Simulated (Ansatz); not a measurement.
# H$_{5}$NSi$_{2}$ (SMILES N1[SiH2][SiH2]1): what the fields show

Input

```
crystal:
  periodic: [false, false, false]
  atoms:
    - { symbol: "N", position_ang: [-0.4619, -0.29, -0.6809] }
    - { symbol: Si, position_ang: [-0.3271, 1.3198, -0.4113] }
    - { symbol: Si, position_ang: [0.2948, -1.3887, 0.0411] }
    - { symbol: H, position_ang: [-1.4145, -0.485, -0.789] }
    - { symbol: H, position_ang: [1.0824, 1.7677, -0.5761] }
    - { symbol: H, position_ang: [-0.8432, 1.6606, 0.9385] }
    - { symbol: H, position_ang: [-0.65241, -2.42236, 0.67867] }
    - { symbol: H, position_ang: [1.19112, -2.11905, -0.86618] }
basis:
  gaussian: { orbitals: def2-SVP }
hamiltonian:
  xc: b3lyp
relax:
  f_tol: 0.015
  max_steps: 40
output:
  orbitals: {}
```

Run with:

```sh
ansatz run input.yaml --threads 1 --pin off --max-ram 2048MiB --backend cpu --events-out ev --progress --plain --runs-dir out
```

The fields are those of the relaxed geometry.

Method: Ansatz 0.2.0, RKS B3LYP/def2-SVP.

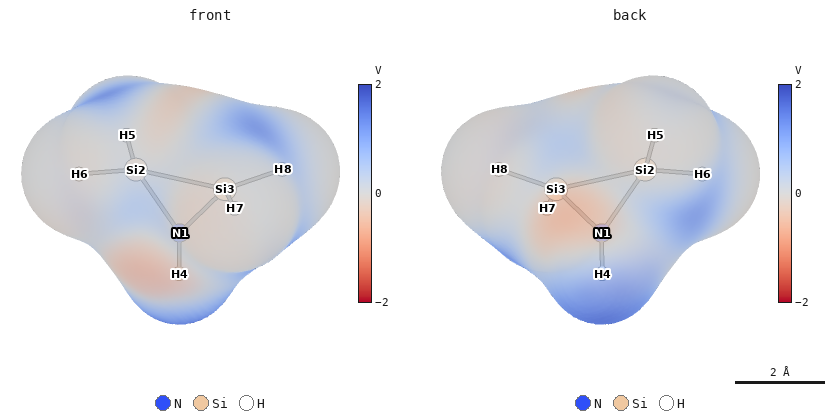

Figure 1. The electrostatic potential painted on the density surface at 0.002 e/bohr³, seen from the front and from behind; red is negative and blue positive.

Q: Which sites attract a positive test charge, and which a negative one?

A: A positive charge is drawn to the negative regions and a negative charge to the positive ones. The most negative region (about −0.6 V, or −14 kcal/mol for a unit charge) lies over N1, the most positive (about +1.5 V, or +35 kcal/mol for a unit charge) over H4.

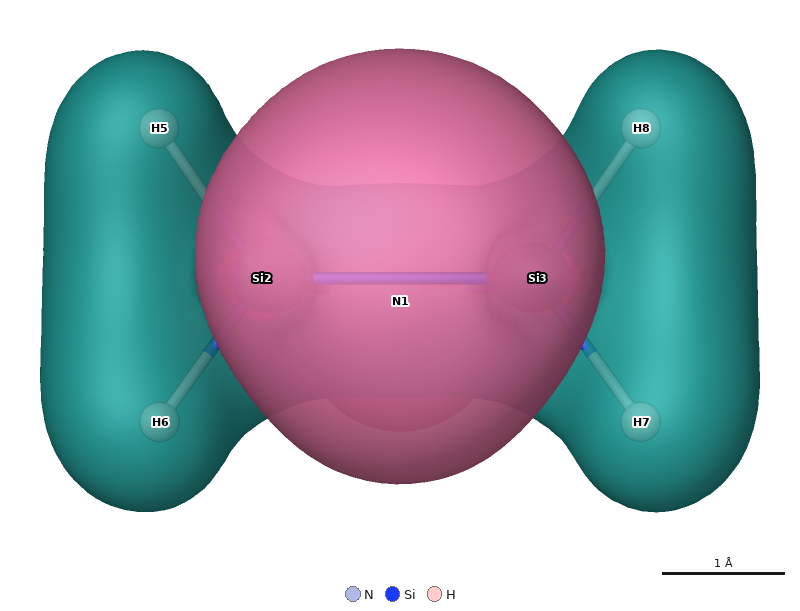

Figure 2. The HOMO at ±0.06 Å⁻³ᐟ² (teal and pink are the two phases), seen from one side.

Q: What is the character of this orbital?

A: By Hirshfeld shares it lies mainly on Si2 (about 40 %), Si3 (about 40 %) and N1 (about 10 %). Its energy is −6.90 eV.

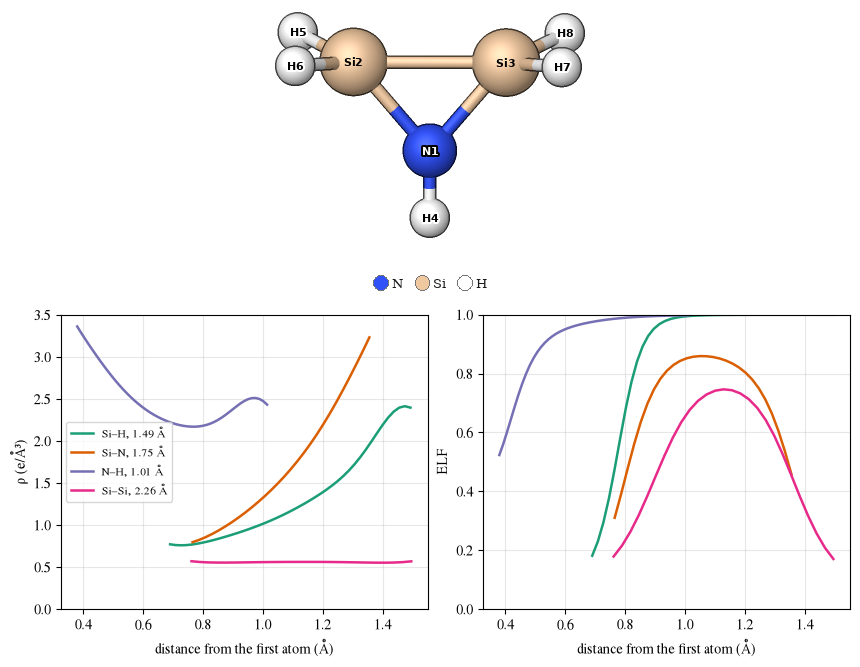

Figure 3. Electron density and ELF along straight lines between neighbouring atoms. The curves leave out the atomic cores. The structure is drawn too.

Q: What can be read from the curves?

A: Si–H (1.49 Å): the density is about 0.76 e/Å³ at the midpoint; the ELF climbs to about 1 towards the hydrogen, as it does in any bond to H.
Si–N (1.75 Å): the density is about 0.98 e/Å³ at the midpoint; the ELF peaks at about 0.85 between the atoms: a shared but strongly polarised pair.
N–H (1.01 Å): ρ at the midpoint is about 2.7 e/Å³; the ELF climbs to about 1 towards the hydrogen (an ordinary covalent bond to hydrogen).
Si–Si (2.26 Å): the density is about 0.56 e/Å³ at the midpoint; the ELF peaks at about 0.75 between the atoms.
